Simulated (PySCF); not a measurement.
SMILES [SeH]c1ccccc1 (C₆H₆Se) at its GFN2-xTB optimised geometry (Å):

```
13

Se    -1.3690    -2.5120    -0.0014
C     -0.4598    -0.8233     0.0000
C     -1.1605     0.3740     0.0013
C     -0.4656     1.5695     0.0013
C      0.9194     1.5753     0.0003
C      1.6141     0.3769     0.0000
C      0.9285    -0.8233     0.0000
H     -2.6942    -1.9324    -0.0195
H     -2.2422     0.3717     0.0022
H     -1.0115     2.5016     0.0019
H      1.4559     2.5120    -0.0005
H      2.6942     0.3755    -0.0008
H      1.4654    -1.7627    -0.0004
```

Method: PySCF with CAM-B3LYP/def2-TZVP.

Map of the deformation density (molecule minus spherical neutral atoms) (e/bohr³) on the plane z = 0.6 Å:

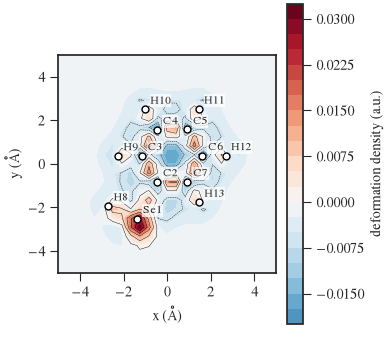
Deformation density (molecule minus spherical neutral atoms) (e/bohr³) on the plane z = 0.6 Å.
